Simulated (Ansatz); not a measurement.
Cl$_{2}$Ge$_{2}$H$_{4}$···H$_{2}$O

Input file:

```
crystal:
  periodic: [false, false, false]
  atoms:
    - { symbol: Ge, position_ang: [0.188678, 0.096117, -0.126048] }
    - { symbol: H, position_ang: [-0.033257, -0.084225, 1.385855] }
    - { symbol: Ge, position_ang: [2.525055, 0.007061, -0.874684] }
    - { symbol: H, position_ang: [3.059298, -1.415522, -0.677685] }
    - { symbol: H, position_ang: [2.586665, 0.399085, -2.35175] }
    - { symbol: H, position_ang: [3.354359, 0.986787, -0.036994] }
    - { symbol: Cl, position_ang: [-0.629002, 1.982056, -0.783322] }
    - { symbol: Cl, position_ang: [-0.863309, -1.528778, -1.12922] }
    - { symbol: O, position_ang: [-2.46467, 0.022059, 1.231105] }
    - { symbol: H, position_ang: [-2.940087, -0.67247, 0.799339] }
    - { symbol: H, position_ang: [-1.82613, -0.421871, 1.806303] }
basis:
  gaussian: { orbitals: def2-SVP }
hamiltonian:
  xc: hf
relax:
  f_tol: 0.03
  max_steps: 50
output:
  orbitals: {}
```

Command:

```sh
ansatz run input.yaml --threads 4 --pin off --max-ram 5120MiB --backend cpu --events-out ev --progress --plain --runs-dir out
```

The fields are those of the run's last geometry, not of the input's.

These are results of RHF/def2-SVP in Ansatz 0.2.0, not measurements.

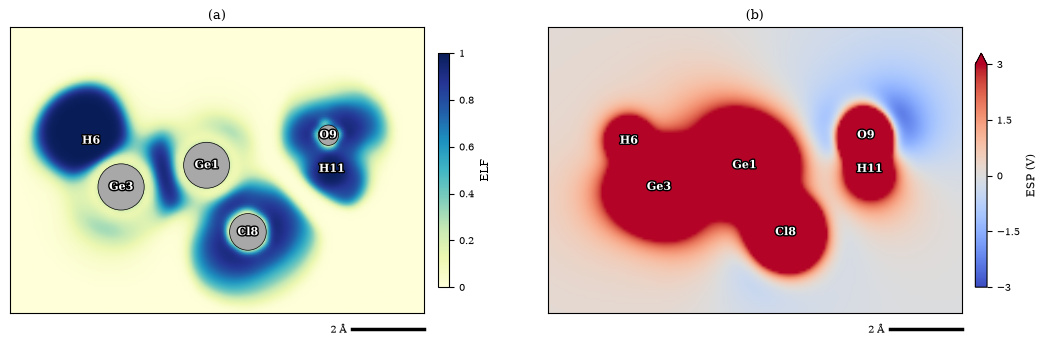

Figure 1. (a) ELF; (b) molecular electrostatic potential on the plane of atoms Ge1, Ge3 and H6. Grey discs cover the atomic cores in the ELF map.

Question: Interpret the plot.

Answer: The section cuts through Ge, H, Cl and O sites.
Ge1···O9 (3.48 Å): the ELF dips to about 0 between them (a weak contact between the two molecules).
Ge–Cl (2.18 Å): the ELF peaks at about 0.85 in the valence shell of Cl, 0.9 Å from its nucleus, and is about 0.70 at the midpoint.
Ge–Ge (2.45 Å): the ELF peaks at about 0.90 between the atoms; a covalent bond.
O–H (0.95 Å): the ELF climbs to about 1 towards the hydrogen, as it does in any bond to H; an ordinary covalent bond to hydrogen.
Ge–H (1.53 Å): the ELF climbs to about 1 towards the hydrogen.
The ELF also peaks beside Cl8 and O9, away from the bonds: lone-pair regions.
Outside the dense part of the complex the potential is most negative (−2.3 V) near O9.

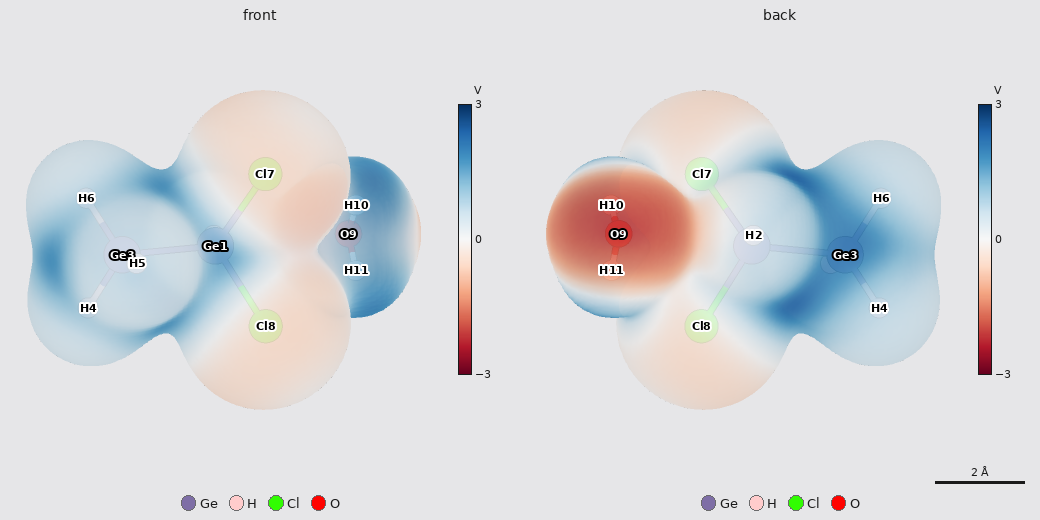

Figure 2. The molecular electrostatic potential painted on the density surface at 0.002 e/bohr³, seen from the front and from behind; red is negative and blue positive.

Question: Which sites attract a positive test charge, and which a negative one?

Answer: A positive charge is drawn to the negative regions and a negative charge to the positive ones. The most negative region (about −2.0 V) lies over O9, the most positive (about +2.2 V) over Ge1. O9 is the likeliest acceptor of a hydrogen bond.

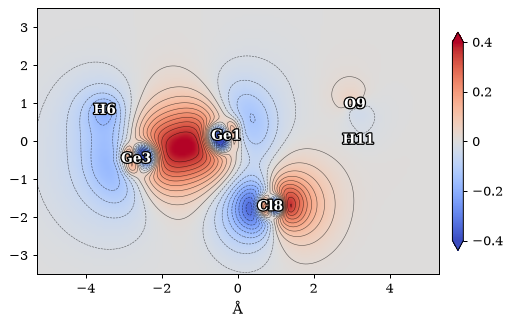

Figure 3. The HOMO on the plane of atoms Ge3, Ge1 and Cl8 (values in Å⁻³ᐟ²; the overall sign is arbitrary).

Question: Where does this orbital lie, and at what energy?

Answer: Its weight (Hirshfeld) is mainly on Ge3 (about 30 %), Ge1 (about 25 %), Cl7 (about 15 %), Cl8 (about 15 %) and H2 (about 5 %). Its energy is −10.94 eV.
